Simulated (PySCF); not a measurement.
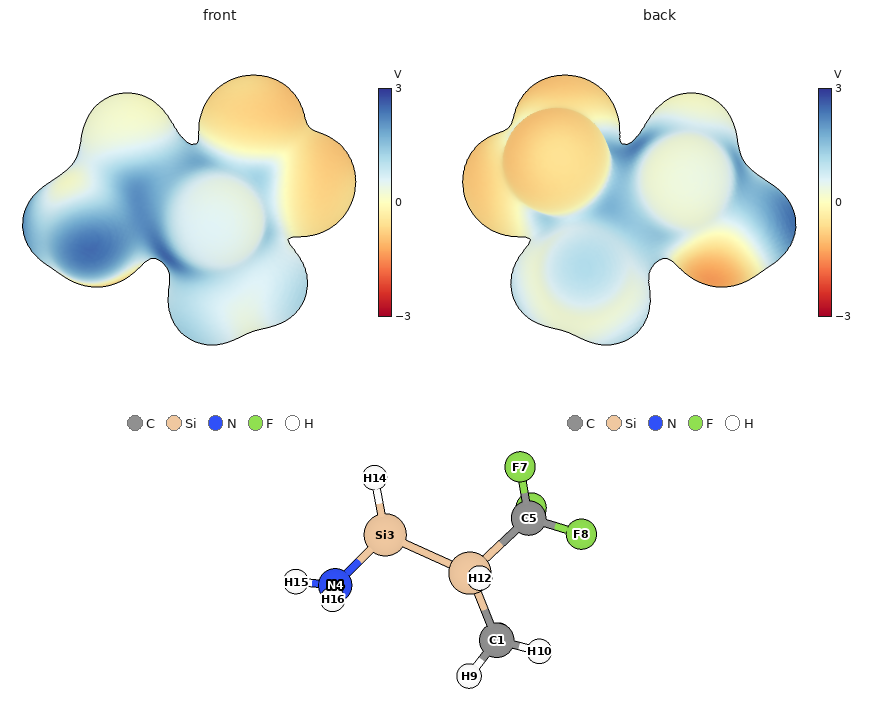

The picture shows: C2H8F3NSi2. The electrostatic potential painted on the density surface at 0.004 e/bohr³, seen from the front and from behind; red is negative and blue positive. The bare structure is drawn below in the same view.

Geometry: GFN2-xTB.

All numbers below come from PBE0/pcSseg-1, SCF density, gas phase, non-relativistic in PySCF.

```xyz
16

C     1.6986   -1.0943   -0.2340
Si    0.4508    0.1260    0.5186
Si   -1.7405    0.0236   -0.2238
N    -2.2928   -1.5167    0.3231
C     1.1413    1.8496   -0.0857
F     1.0869    1.9838   -1.4318
F     0.4433    2.8953    0.4138
F     2.4277    2.0677    0.2544
H     1.4730   -2.1152    0.0595
H     2.7170   -0.8730    0.0795
H     1.6754   -1.0547   -1.3212
H     0.7121    0.2340    1.9669
H    -1.8855   -0.0561   -1.6804
H    -2.5435    1.1722    0.2368
H    -3.1695   -1.8672   -0.0277
H    -2.2020   -1.7661    1.2947
```

**Where is the surface potential most negative and most positive?**

The most negative region (about −1.2 V, or −28 kcal/mol for a unit charge) lies over N4, the most positive (about +2.4 V, or +55 kcal/mol for a unit charge) over Si2, H15 and H16. N4 is the likeliest acceptor of a hydrogen bond.

**How polar is the molecule by this calculation?**

Its dipole moment is 3.92 D.
